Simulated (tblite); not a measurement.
## CH13NOSi4: frequency calculation

- system: CH13NOSi4
- method: GFN2-xTB harmonic vibrations, gas phase (tblite 0.8.0)

It belongs to a series of runs on one base structure; here: C replaced by Si.

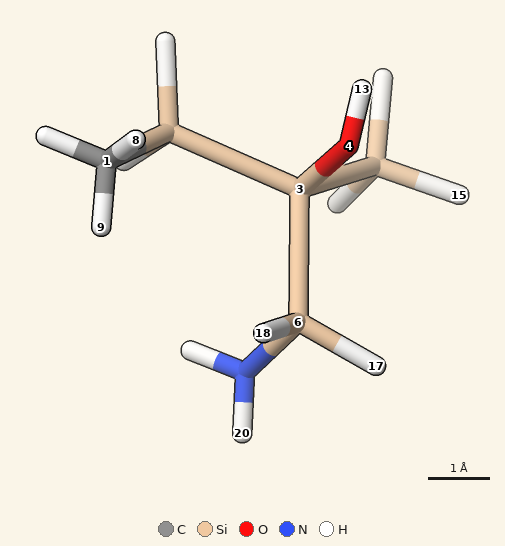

Fig. 1: The input geometry (stick view, seen at a tilt; atoms are numbered from 1 in the order of the input).

## Results in brief

| quantity | value |
| --- | --- |
| outcome | converged |
| total energy | −617.6458 eV |
| zero-point energy | 83.0110 kcal/mol |
| hardware | 1 CPU thread, shared host |
| wall time | 1.9 s |
| peak memory | 0.18 GiB |

## The input
```
{"job": {"kind": "ir", "xc": "GFN2-xTB", "basis": "xTB"}, "charge": 0, "multiplicity": 1}
C     -1.685621    -2.262005    -0.546554
Si    -1.556317    -0.418302    -1.008816
Si    -0.154785     0.694949     0.514410
O     -0.896149     0.705203     1.996046
Si     0.210605     2.916936    -0.107703
Si     1.727570    -0.536630     1.078945
N      2.559173    -0.648768    -0.435162
H     -2.095896    -2.383533     0.452271
H     -0.706648    -2.734299    -0.553438
H     -2.321170    -2.814941    -1.232402
H     -2.942558     0.080785    -1.103250
H     -1.030922    -0.360503    -2.384055
H     -1.720081     1.153643     2.161548
H     -1.037072     3.686515    -0.256294
H      1.004775     3.699123     0.847872
H      0.897672     3.010842    -1.396840
H      2.724605     0.094323     1.954871
H      1.469245    -1.854814     1.702506
H      2.062299    -0.976850    -1.247210
H      3.486126    -1.040995    -0.439781
```

The first line tells a small driver script what to run in tblite; the rest is the geometry in Å.

Launched with:
```bash
OMP_NUM_THREADS=1 python <driver script> task.json out
```

## The program's output
```
mode    cm-1     km/mol
  1      18.3      0.01
  2      32.4      0.52
  3      40.4      0.03
  4      65.4      2.02
  5      79.8      1.61
  6      85.5      1.63
  7     121.0      0.92
  8     133.3      0.47
  9     173.3     14.81
 10     184.2      6.32
 11     193.0      0.45
 12     221.5     16.69
 13     294.6    109.16
 14     321.5      2.14
 15     363.6     16.52
 16     384.1      5.52
 17     392.2     16.45
 18     416.1     22.49
 19     474.2     17.02
 20     498.9     10.43
 21     539.0     75.41
 22     557.2      8.89
 23     590.3     87.19
 24     637.8    300.04
 25     683.4    315.90
 26     732.5     72.24
 27     755.2    591.58
 28     779.7    417.13
 29     800.9     93.97
 30     806.8     66.05
 31     811.3    119.26
 32     821.6    457.26
 33     827.9      5.62
 34     829.5    179.08
 35     839.3    185.51
 36     851.9    109.23
 37     876.5    236.59
 38    1373.2      5.49
 39    1494.2      0.43
 40    1494.9      0.14
 41    1549.1     43.88
 42    2077.5    377.02
 43    2133.1    254.30
 44    2161.3    437.18
 45    2161.8    226.63
 46    2187.0    202.74
 47    2208.1    406.46
 48    2244.3    341.70
 49    3026.5     37.98
 50    3031.7     40.29
 51    3035.0      3.72
 52    3480.2      0.78
 53    3509.6      7.60
 54    3665.1      2.44
```

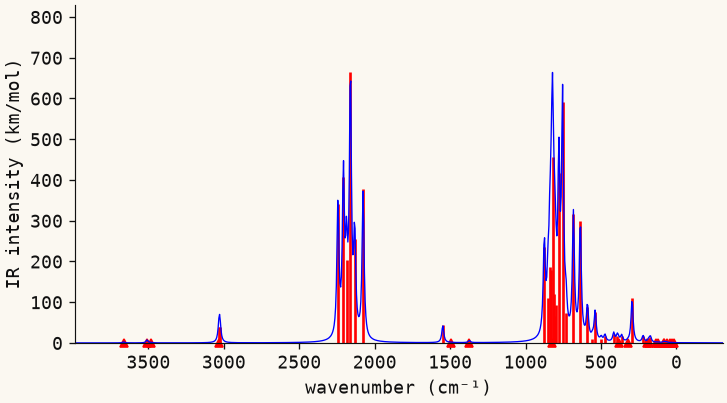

Fig. 2: Harmonic infrared spectrum, unscaled: sticks (degenerate modes added up, dark ones marked on the axis) with a Lorentzian envelope of 16 cm⁻¹ full width, scaled to the tallest stick. 54 modes from 18 to 3665 cm⁻¹, none imaginary. The strongest line is at 2162 cm⁻¹ (664 km/mol).
